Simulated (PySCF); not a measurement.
**HF/def2-SVPD run of C3H7AlF− (SMILES C=C[CH2][AlH2-][F])**

Aim: the vertical singlet–triplet gap of C3H7AlF− at HF/def2-SVPD, from 2 runs. Input form: a Python script.

The calculation is run with PySCF 2.14.0.

## 1. The structure to begin with

C3H7AlF− has 12 atoms, charge -1, and is taken as a singlet. SMILES: `C=C[CH2][AlH2-][F]`. Geometry: a GFN2-xTB relaxation, a rough one for these elements and not checked as a minimum. This is one conformer, not always the lowest.

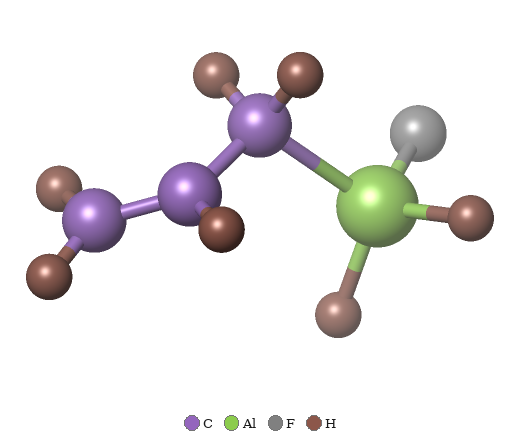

Viewed from a chosen angle; carbon purple, aluminium green, fluorine grey, hydrogen brown.

## 2. A single-point energy at HF/def2-SVPD

Contents of input.py:

```python
# C=C[CH2][AlH2-][F]
from pyscf import gto, scf

molecule = gto.M(
    atom=[
    ('C', (-0.787110, 0.391360, 1.919800)),
    ('C', (0.137690, -0.162750, 1.136750)),
    ('C', (0.719360, 0.419090, -0.069060)),
    ('Al', (-0.020480, -0.474510, -1.811930)),
    ('F', (0.116620, 0.643800, -3.073770)),
    ('H', (-1.231130, -0.133400, 2.753640)),
    ('H', (-1.173290, 1.380000, 1.722230)),
    ('H', (0.477160, -1.167670, 1.377880)),
    ('H', (1.801780, 0.223110, -0.094300)),
    ('H', (0.583400, 1.509480, -0.073350)),
    ('H', (-1.544120, -0.901500, -1.650090)),
    ('H', (0.920130, -1.727010, -2.137800)),
],
    max_memory=1860,
    basis='def2-svpd',
    charge=-1,
    verbose=3,
)

calc0 = scf.RHF(molecule)
calc0.conv_tol = 1e-10
calc0.kernel()
if not calc0.converged:
    calc0 = calc0.newton().run(calc0.mo_coeff, calc0.mo_occ)

e_final = calc0.e_tot
print(f'total energy: {e_final:.8f} hartree')
```

On the command line:

```bash
$ OMP_NUM_THREADS=1 python input.py
```

What it wrote:

```text
converged SCF energy = -458.886476686069
total energy: -458.88647669 hartree
```

Run time: 8.1 s. Hardware: 1 thread of Arm Neoverse V2, shared host; peak memory 0.77 GiB.

## 3. The triplet

Contents of geometry.xyz:

```xyz
12

C     -0.787110     0.391360     1.919800
C      0.137690    -0.162750     1.136750
C      0.719360     0.419090    -0.069060
Al    -0.020480    -0.474510    -1.811930
F      0.116620     0.643800    -3.073770
H     -1.231130    -0.133400     2.753640
H     -1.173290     1.380000     1.722230
H      0.477160    -1.167670     1.377880
H      1.801780     0.223110    -0.094300
H      0.583400     1.509480    -0.073350
H     -1.544120    -0.901500    -1.650090
H      0.920130    -1.727010    -2.137800
```

Contents of calc.py:

```python
from pyscf import gto, scf

molecule = gto.M(
    atom='geometry.xyz',
    charge=-1,
    verbose=3,
    max_memory=1860,
    spin=2,
    basis='def2-svpd',
)

myscf = scf.UHF(molecule)
myscf.conv_tol = 1e-10
myscf.kernel()
if not myscf.converged:
    myscf = myscf.newton().run(myscf.mo_coeff, myscf.mo_occ)

e_tot = myscf.e_tot
print('E(%s) = %.9f' % ('HF', e_tot))
```

On the command line:

```bash
$ OMP_NUM_THREADS=1 python calc.py
```

What it wrote:

```text
WARN: HOMO 0.0408035185317033 >= LUMO -0.215135949516939

converged SCF energy = -458.761215049268  <S^2> = 2.0232543  2S+1 = 3.015463
E(HF) = -458.761215049
```

Run time: 17 s. Hardware: 1 thread of Arm Neoverse V2, shared host; peak memory 0.78 GiB.

## 4. Results

Level: HF/def2-SVPD.

| quantity | value |
| --- | --- |
| singlet: total energy | -458.88648 Eh |
| singlet: HOMO energy | -4.39 eV |
| singlet: LUMO energy | 5.23 eV |
| singlet: HOMO–LUMO gap (to an unbound level, set by the basis) | 9.62 eV |
| triplet: total energy | -458.76122 Eh |
| triplet: HOMO energy (highest over α and β) | -1.37 eV |
| triplet: LUMO energy (lowest over α and β) | 4.93 eV |
| triplet: ⟨S²⟩ | 2.023 |
| vertical energy of the triplet above the singlet | 3.409 eV |

In words: At this shape the triplet lies 3.41 eV (329 kJ/mol) above the singlet. Mulliken charges (singlet) run from -0.75 on F5 to +0.85 on Al4; in a basis this large or diffuse they mean little. Mulliken charges (triplet) run from -0.76 on F5 to +0.83 on Al4; in a basis this large or diffuse they mean little.
